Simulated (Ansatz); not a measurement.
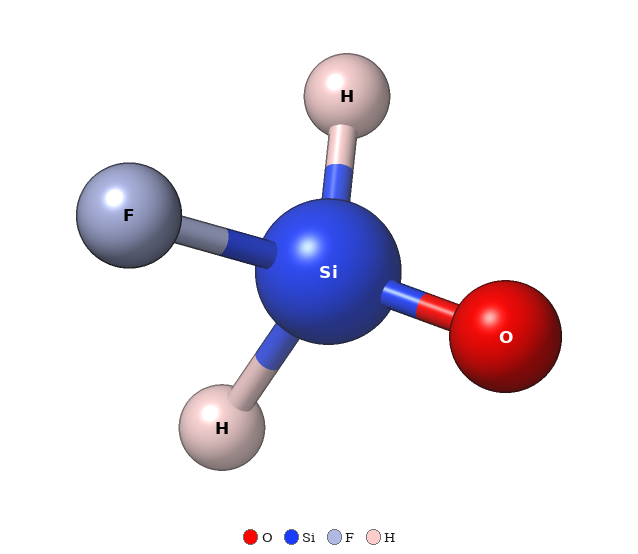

Figure made from data computed with Ansatz.

Orthographic view. Distant atoms are faded towards the background colour. State: charge −1, singlet. Geometry: atoms displaced at random (about 0.13 Å) from a stationary point of GFN2-xTB.

Q: Write the InChI string.

A: InChI=1S/FH2OSi/c1-3-2/h3H2/q-1
